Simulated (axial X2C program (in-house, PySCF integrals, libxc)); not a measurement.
# ZrAs: bond curves with and without spin–orbit coupling

What are the state, bond length, wavenumber and bond energy of ZrAs, and what does spin–orbit coupling change?

Computed with an in-house X2C program for linear molecules on PySCF integrals. Level: all-electron X2C, Zr dyall-cv3z, As dyall-cv3z.

All values are calculated.

## Step 1: Input

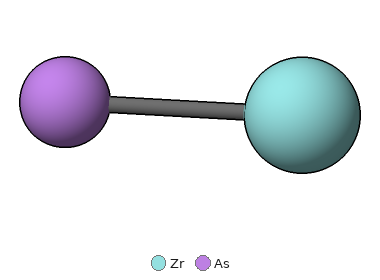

The two atoms at 2.750 Å (zirconium light teal, arsenic purple).

Input file task.json:

```json
{
 "zs": [
  40,
  33
 ],
 "q": 0,
 "bas": [
  "dyall-cv3z",
  "dyall-cv3z"
 ],
 "levels": [
  "PBE0",
  "HF",
  "PBE50"
 ],
 "cc": true,
 "r0": 2.75,
 "thr": -1.0,
 "nmax": 90,
 "npts": 10,
 "nst": 2,
 "ntry": 6
}
```

Keys: zs atomic numbers; q charge; bas basis sets; levels methods (HF also brings MP2); cc coupled cluster on or off; r0 starting distance in Å; thr threshold in hartree for freezing inner shells (an s shell follows its p shell); nmax most natural virtual spinors; npts points asked for on the curve; nst determinants followed; ntry starts of the search.

Command:

```console
> python so2c.py task.json out
```

Spin-free means the one-electron spin-free X2C Hamiltonian; two-component (2c) means X2C with spin–orbit coupling and atomic mean-field two-electron Coulomb and Gaunt terms. Basis: Zr dyall-cv3z contracted to [11s12p9d6f3g], As dyall-cv3z contracted to [9s9p6d4f1g]; Gaussian nuclei, density fitting. Masses: Zr 89.905 u, As 74.922 u.

Notation: σ, π±, δ± give the projection m of an orbital's angular momentum (0, ±1, ±2), α and β its spin, Λ and M_S the sums; ω is the projection of a spinor's total angular momentum and Ω the sum. Logs are in hartree.

The results follow Hamiltonian by Hamiltonian and level by level.

## Step 2: State search with PBE0

PBE0 moves the distance from 2.750 Å to 2.290 Å and compares determinants there.

Spin-free determinants:

```
ΔE (eV)             state                                   open shells
   0.00  M_S = 1/2, Λ = 0                      beyond closed shells: σα
   0.48  M_S = 1/2, Λ = 2                     beyond closed shells: δ+α
   0.82  M_S = 3/2, Λ = 3  beyond closed shells: σα, π+α, π+β, π-α, δ+α
   0.82  M_S = 3/2, Λ = 1  beyond closed shells: σα, π+α, π-α, π-β, δ+α
   0.90  M_S = 1/2, Λ = 3  beyond closed shells: σα, π+α, π+β, π-β, δ+α
   0.95  M_S = 1/2, Λ = 1  beyond closed shells: σα, π+β, π-α, π-β, δ+α
   1.11  M_S = 1/2, Λ = 1           beyond closed shells: π+α, π+β, π-α
```

Two-component determinants:

| ΔE (eV) | state | open shells |
| --- | --- | --- |
| 0.00 | Ω = 1/2 | excess of +ω over −ω: ω = 1/2 |
| 0.44 | Ω = 3/2 | excess of +ω over −ω: ω = 3/2 |
| 0.52 | Ω = 5/2 | excess of +ω over −ω: ω = 5/2 |
| 0.80 | Ω = 9/2 | excess of +ω over −ω: ω = 1/2, ω = 3/2, ω = 5/2 |
| 0.81 | Ω = 5/2 | excess of +ω over −ω: ω = -1/2, 2 × ω = 3/2 |
| 0.94 | Ω = 3/2 | excess of +ω over −ω: ω = 1/2, ω = -3/2, ω = 5/2 |
| 0.96 | Ω = 1/2 | excess of +ω over −ω: 2 × ω = -1/2, ω = 3/2 |

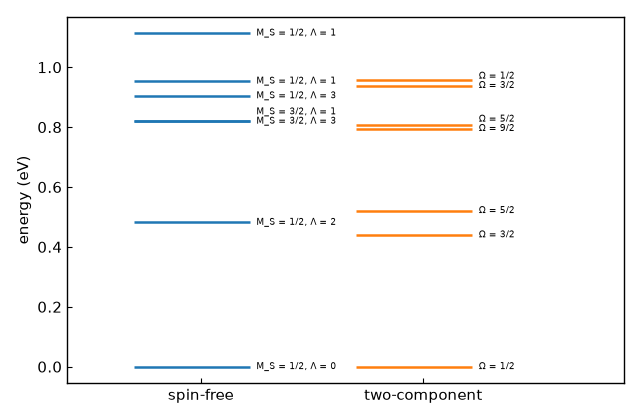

The determinants found, each set from its own lowest.

## Step 3: PBE0, spin-free

State followed: M_S = 1/2, Λ = 0 (beyond closed shells: σα). The scan is laid around 2.290 Å, a first estimate of the minimum, and this SCF restarts from the orbitals of the search.

Output at 2.290 Å:

```text
spin-free X2C-1e  PBE0
basis functions 264  fitting functions 1324  grid points 5801
iter        total energy     max residual
   1      -5858.600110331     1.06e-05
   2      -5858.600110345     1.51e-05
   3      -5858.600110351     9.72e-06
   4      -5858.600110360     4.20e-06
   5      -5858.600110363     1.24e-06
   6      -5858.600110363     5.33e-07
converged
one-electron -8725.00230004  Coulomb 2760.32765350  exact exchange -48.90528298  xc functional -150.04809281  nuclear repulsion 305.02791197
```

Along the bond, energies from the lowest point:

| R (Å) | E (eV) | μ (D) | HOMO (eV) | LUMO (eV) | iterations |
| --- | --- | --- | --- | --- | --- |
| 1.992 | 1.3861 | -4.30 | -5.04 | -2.65 | 16 |
| 2.084 | 0.5606 | -4.65 | -5.14 | -2.69 | 17 |
| 2.153 | 0.2112 | -4.87 | -5.19 | -2.72 | 17 |
| 2.221 | 0.0376 | -5.06 | -5.24 | -2.74 | 18 |
| 2.290 | 0.0000 | -5.21 | -5.28 | -2.77 | 6 |
| 2.370 | 0.0809 | -5.34 | -5.31 | -2.85 | 18 |
| 2.450 | 0.2431 | -5.37 | -5.30 | -2.90 | 18 |
| 2.553 | 0.5008 | -5.29 | -5.24 | -2.92 | 16 |
| 2.679 | 0.8363 | -5.12 | -5.14 | -2.90 | 17 |
| 2.862 | 1.3114 | -4.86 | -5.00 | -2.88 | 18 |

Dipoles are positive if As is the positive end.

Outer orbitals at the reference distance:

```json
{"symmetry": "π+α", "occupied": "yes", "ε (eV)": "-34.92", "atomic character": "99% Zr p"}
{"symmetry": "π-α", "occupied": "yes", "ε (eV)": "-34.92", "atomic character": "99% Zr p"}
{"symmetry": "σα", "occupied": "yes", "ε (eV)": "-34.62", "atomic character": "96% Zr p"}
{"symmetry": "π-β", "occupied": "yes", "ε (eV)": "-34.52", "atomic character": "100% Zr p"}
{"symmetry": "π+β", "occupied": "yes", "ε (eV)": "-34.52", "atomic character": "100% Zr p"}
{"symmetry": "σβ", "occupied": "yes", "ε (eV)": "-33.82", "atomic character": "96% Zr p"}
{"symmetry": "σβ", "occupied": "yes", "ε (eV)": "-14.51", "atomic character": "64% As s, 12% Zr d, 11% Zr p"}
{"symmetry": "σα", "occupied": "yes", "ε (eV)": "-14.28", "atomic character": "63% As s, 13% Zr d, 11% Zr p"}
{"symmetry": "σα", "occupied": "yes", "ε (eV)": "-5.92", "atomic character": "53% As p, 26% Zr d, 11% Zr s"}
{"symmetry": "σβ", "occupied": "yes", "ε (eV)": "-5.78", "atomic character": "60% As p, 18% Zr d, 14% Zr s"}
{"symmetry": "π-α", "occupied": "yes", "ε (eV)": "-5.75", "atomic character": "51% Zr d, 40% As p, 4% Zr p"}
{"symmetry": "π+α", "occupied": "yes", "ε (eV)": "-5.75", "atomic character": "51% Zr d, 40% As p, 4% Zr p"}
{"symmetry": "π-β", "occupied": "yes", "ε (eV)": "-5.72", "atomic character": "49% As p, 40% Zr d, 5% Zr p"}
{"symmetry": "π+β", "occupied": "yes", "ε (eV)": "-5.72", "atomic character": "49% As p, 40% Zr d, 5% Zr p"}
{"symmetry": "σα", "occupied": "yes", "ε (eV)": "-5.28", "atomic character": "56% Zr s, 34% Zr d, 4% Zr p"}
{"symmetry": "δ-α", "occupied": "no", "ε (eV)": "-2.77", "atomic character": "99% Zr d"}
{"symmetry": "δ+α", "occupied": "no", "ε (eV)": "-2.77", "atomic character": "99% Zr d"}
{"symmetry": "σβ", "occupied": "no", "ε (eV)": "-2.75", "atomic character": "60% Zr s, 27% Zr d, 7% Zr p"}
{"symmetry": "δ-β", "occupied": "no", "ε (eV)": "-2.04", "atomic character": "99% Zr d"}
```

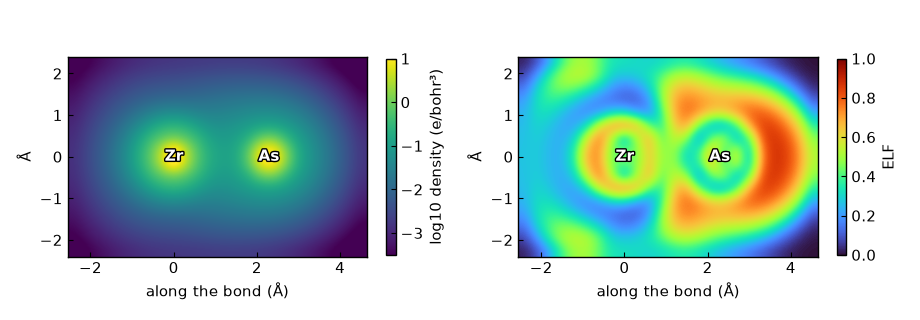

PBE0 fields in a plane through the axis, from a grid of 0.3 Å; Zr lies at z = 0 and As at z = 2.290 Å; the ELF is damped to zero where the density is low.

Re = 2.277 Å, ωe = 389 cm⁻¹, Be = 0.07955 cm⁻¹, De = 3.44 eV, μ = -5.19 D.

## Step 4: HF, spin-free

The SCF at the reference distance of 2.290 Å:

```text
spin-free X2C-1e  HF
basis functions 264  fitting functions 1324  grid points 5801
iter        total energy     max residual
   1      -5855.267866508     2.65e-01
   2      -5855.300257241     1.45e-02
   3      -5855.296459430     2.17e-02
   4      -5855.307436555     3.29e-03
   5      -5855.308500743     2.50e-03
   6      -5855.309355745     2.76e-03
   7      -5855.309781831     2.85e-03
   8      -5855.307232483     2.72e-03
   9      -5855.304282602     2.37e-03
  10      -5855.304929793     3.41e-03
  11      -5855.305190361     2.85e-03
  12      -5855.305275927     2.61e-03
  13      -5855.305741398     2.41e-03
  14      -5855.306501166     2.59e-03
  15      -5855.306470841     2.19e-03
  16      -5855.306995239     2.24e-03
  17      -5855.308469135     2.00e-03
  18      -5855.308478094     1.11e-03
  19      -5855.308360333     2.00e-03
  20      -5855.308469849     1.45e-03
  21      -5855.308526594     5.84e-04
  22      -5855.308513002     2.77e-04
  23      -5855.267866508     4.01e-01
  24      -5855.300181024     2.27e-02
  25      -5855.303201367     1.06e-01
  26      -5855.307712061     8.22e-03
  27      -5855.308890941     7.83e-03
  28      -5855.311507955     9.13e-02
  29      -5855.314728648     3.06e-02
  30      -5855.316919041     2.54e-02
  31      -5855.317346490     7.08e-03
  32      -5855.320065389     2.05e-03
  33      -5855.320424011     2.91e-03
  34      -5855.321055691     5.26e-03
  35      -5855.321685743     4.98e-03
  36      -5855.322352050     5.21e-03
  37      -5855.323077126     3.47e-03
  38      -5855.323451036     2.72e-03
  39      -5855.323757373     1.89e-03
  40      -5855.323821478     7.72e-04
  41      -5855.323851136     2.66e-04
  42      -5855.323855172     2.37e-04
  43      -5855.323856815     1.37e-04
  44      -5855.323857276     4.10e-05
  45      -5855.323857364     2.36e-05
  46      -5855.323857383     1.12e-05
  47      -5855.323857387     5.08e-06
  48      -5855.323857387     2.26e-06
converged
one-electron -8724.38193749  Coulomb 2759.90776966  exact exchange -195.87760152  xc functional 0.00000000  nuclear repulsion 305.02791197
```

No constants are quoted: the dipole of the solution doesn't run smoothly along the scan, a sign that its character may change, so the fit is set aside.

## Step 5: PBE50, spin-free

The SCF at the reference distance of 2.290 Å:

```text
spin-free X2C-1e  PBE50
basis functions 264  fitting functions 1324  grid points 5801
iter        total energy     max residual
   1      -5858.682371782     8.81e-02
   2      -5858.685457952     8.13e-03
   3      -5858.674168735     2.20e-02
   4      -5858.687180059     2.27e-03
   5      -5858.687307062     8.53e-04
   6      -5858.687355678     4.96e-04
   7      -5858.687403367     5.25e-04
   8      -5858.687494221     4.71e-04
   9      -5858.687615002     4.25e-04
  10      -5858.687703200     3.14e-04
  11      -5858.687739891     3.08e-04
  12      -5858.687756656     1.24e-04
  13      -5858.687758110     2.95e-05
  14      -5858.687758356     1.85e-05
  15      -5858.687758420     9.99e-06
  16      -5858.687758435     2.71e-06
  17      -5858.687758436     8.77e-07
converged
one-electron -8725.35548764  Coulomb 2760.74006492  exact exchange -97.85360229  xc functional -101.24664539  nuclear repulsion 305.02791197
```

No constants are quoted: the points don't follow one smooth fit.

## Step 6: Correlated methods, spin-free

Correlated methods: 9 electrons correlated (frozen shells, counted by type: Zr 4 s, 3 p, 1 d; As 3 s, 2 p, 1 d), 343 virtual spinors in MP2, 89 natural virtuals in coupled cluster.

Output of the correlated part at 2.290 Å:

```text
correlated 9  virtual 343  natural virtual 89  E(MP2) -0.181602920  MP2 remainder -0.007374147
iter   CCSD correlation   residual
   1     -0.185197186   1.67e-01
   2     -0.194735546   1.08e-01
   3     -0.205285427   7.85e-02
   4     -0.211637254   4.79e-02
   5     -0.214761409   2.20e-02
   6     -0.215405441   8.32e-03
   7     -0.215658219   3.17e-03
   8     -0.215593866   1.54e-03
   9     -0.215640021   7.57e-04
  10     -0.215632993   3.48e-04
  11     -0.215640293   1.79e-04
  12     -0.215641530   7.90e-05
  13     -0.215641149   3.31e-05
  14     -0.215641651   1.52e-05
  15     -0.215641749   7.45e-06
  16     -0.215642008   3.92e-06
  17     -0.215642163   1.68e-06
  18     -0.215642184   6.59e-07
  19     -0.215642199   3.08e-07
(T) -0.017496943  T1 0.1697  D1 0.2742  max T2 0.083
```

T1 in the output is the amplitude norm over the root of the electron number; divide by √2 for the Lee–Taylor value.

MP2: No constants are quoted: the dipole of the HF reference doesn't run smoothly along the scan, a sign that its character may change, so the fit is set aside.

CCSD: No constants are quoted: the dipole of the HF reference doesn't run smoothly along the scan, a sign that its character may change, so the fit is set aside.

CCSD(T): No constants are quoted: the dipole of the HF reference doesn't run smoothly along the scan, a sign that its character may change, so the fit is set aside.

## Step 7: A higher determinant, spin-free

State: M_S = 1/2, Λ = 2 (beyond closed shells: δ+α).

Output at the reference distance:

```text
spin-free X2C-1e  PBE0
basis functions 264  fitting functions 1324  grid points 5801
iter        total energy     max residual
   1      -5858.582409366     5.25e-06
   2      -5858.582409369     7.75e-06
   3      -5858.582409371     6.25e-06
converged
one-electron -8727.12993361  Coulomb 2762.54842145  exact exchange -48.92602505  xc functional -150.10278413  nuclear repulsion 305.02791197
```

| R (Å) | E above the lowest PBE0 point (eV) |
| --- | --- |
| 1.992 | 2.129 |
| 2.084 | 1.233 |
| 2.153 | 0.824 |
| 2.221 | 0.586 |
| 2.290 | 0.482 |
| 2.370 | 0.483 |
| 2.450 | 0.572 |
| 2.553 | 0.758 |
| 2.679 | 1.033 |

Re = 2.328 Å, ωe = 339 cm⁻¹, Be = 0.07613 cm⁻¹, μ = -6.36 D. ⟨S²⟩ = 0.92 against 0.75 for a pure state, so this determinant mixes spins. Te = 0.47 eV. As a difference of two determinants it need not be a gap between pure terms.

## Step 8: The spin-free curves together

Energy (eV) of the followed determinant, spin-free, from each level's lowest point:

| R (Å) | PBE0 | HF (dipole not smooth) | MP2 (HF's dipole not smooth) | CCSD (HF's dipole not smooth) | CCSD(T) (HF's dipole not smooth) | PBE50 |
| --- | --- | --- | --- | --- | --- | --- |
| 1.992 | 1.386 | 2.424 | 1.090 | n/a | n/a | 1.255 |
| 2.084 | 0.561 | 1.538 | 0.235 | 0.622 | 0.598 | 0.471 |
| 2.153 | 0.211 | 1.128 | 0.000 | 0.230 | 0.202 | 0.155 |
| 2.221 | 0.038 | 0.822 | 0.209 | 0.047 | 0.033 | 0.015 |
| 2.290 | 0.000 | 0.565 | 0.435 | 0.000 | 0.000 | 0.000 |
| 2.370 | 0.081 | 0.333 | 0.601 | 0.061 | 0.081 | 0.071 |
| 2.450 | 0.243 | 0.170 | 0.721 | 0.200 | 0.249 | 0.189 |
| 2.553 | 0.501 | 0.047 | 0.851 | 0.435 | 0.533 | 0.375 |
| 2.679 | 0.836 | 0.000 | 1.009 | n/a | n/a | 0.625 |
| 2.862 | 1.311 | 0.075 | 1.265 | n/a | n/a | 1.000 |

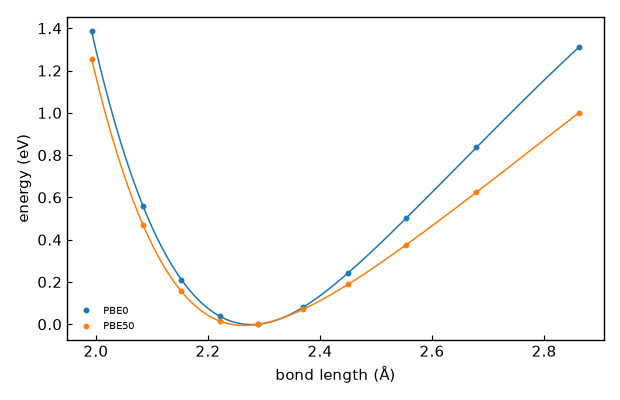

Curves of the followed state, spin-free, each from its own lowest point. Left out: HF, MP2, CCSD, CCSD(T).

[end of part 1 of 2]
